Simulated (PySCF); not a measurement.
**C4H10OSi (SMILES C=CCC[SiH2]O): density, localisation and related maps**

```json
{"atom": "C", "x (Å)": "2.9872", "y (Å)": "-0.1046", "z (Å)": "-0.0851"}
{"atom": "C", "x (Å)": "1.8316", "y (Å)": "-0.7404", "z (Å)": "-0.2809"}
{"atom": "C", "x (Å)": "0.5410", "y (Å)": "-0.0863", "z (Å)": "-0.6651"}
{"atom": "C", "x (Å)": "-0.5484", "y (Å)": "-0.2543", "z (Å)": "0.4008"}
{"atom": "Si", "x (Å)": "-2.1974", "y (Å)": "0.5124", "z (Å)": "-0.0749"}
{"atom": "O", "x (Å)": "-3.3716", "y (Å)": "0.2485", "z (Å)": "1.0808"}
{"atom": "H", "x (Å)": "3.8934", "y (Å)": "-0.6404", "z (Å)": "0.2093"}
{"atom": "H", "x (Å)": "3.0708", "y (Å)": "0.9797", "z (Å)": "-0.2158"}
{"atom": "H", "x (Å)": "1.7905", "y (Å)": "-1.8280", "z (Å)": "-0.1333"}
{"atom": "H", "x (Å)": "0.7191", "y (Å)": "0.9847", "z (Å)": "-0.8615"}
{"atom": "H", "x (Å)": "0.1864", "y (Å)": "-0.5203", "z (Å)": "-1.6184"}
{"atom": "H", "x (Å)": "-0.2074", "y (Å)": "0.1935", "z (Å)": "1.3515"}
{"atom": "H", "x (Å)": "-0.7185", "y (Å)": "-1.3243", "z (Å)": "0.6158"}
{"atom": "H", "x (Å)": "-2.7149", "y (Å)": "-0.1163", "z (Å)": "-1.3237"}
{"atom": "H", "x (Å)": "-1.9967", "y (Å)": "1.9807", "z (Å)": "-0.3123"}
{"atom": "H", "x (Å)": "-3.2623", "y (Å)": "0.6980", "z (Å)": "1.9229"}
```

Geometry: PBE0-D3(BJ)/def2-SVP.

Computed with PySCF 2.14.0, PBE0/pcSseg-1, SCF density, gas phase, non-relativistic.

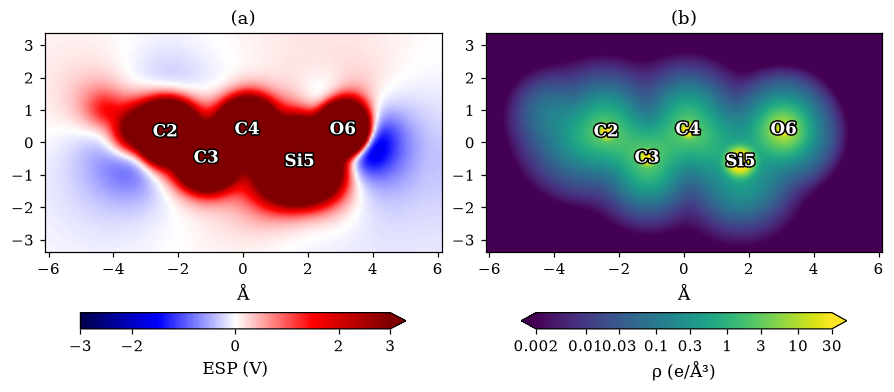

Figure 1. (a) molecular electrostatic potential; (b) electron density on the plane of atoms C3, C4 and Si5.

Q: What does the map show?

A: The plane passes through C, Si and O nuclei.
Si–O (1.67 Å): ρ at the midpoint is about 1.1 e/Å³.
C–Si (1.88 Å): ρ is about 0.97 e/Å³ halfway.
C–C (1.50 Å): the density is about 1.7 e/Å³ at the midpoint.
Outside the dense part of the molecule the potential is most negative (−1.6 V) near O6.

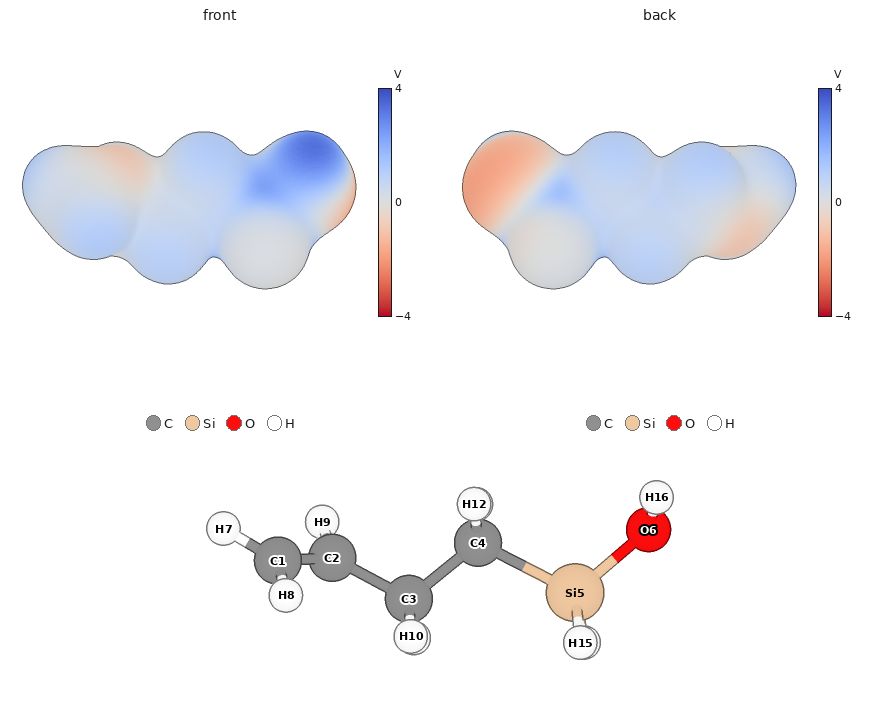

Figure 2. The electrostatic potential painted on the density surface at 0.004 e/bohr³, seen from the front and from behind; red is negative and blue positive. The bare structure is drawn below in the same view.

Q: Which sites attract a positive test charge, and which a negative one?

A: A positive charge is drawn to the negative regions and a negative charge to the positive ones. The most negative region (about −1.8 V) lies over O6, the most positive (about +3.2 V) over H16. O6 is the likeliest acceptor of a hydrogen bond.

Q: How polar is the molecule by this calculation?

A: Its dipole moment is 1.51 D.
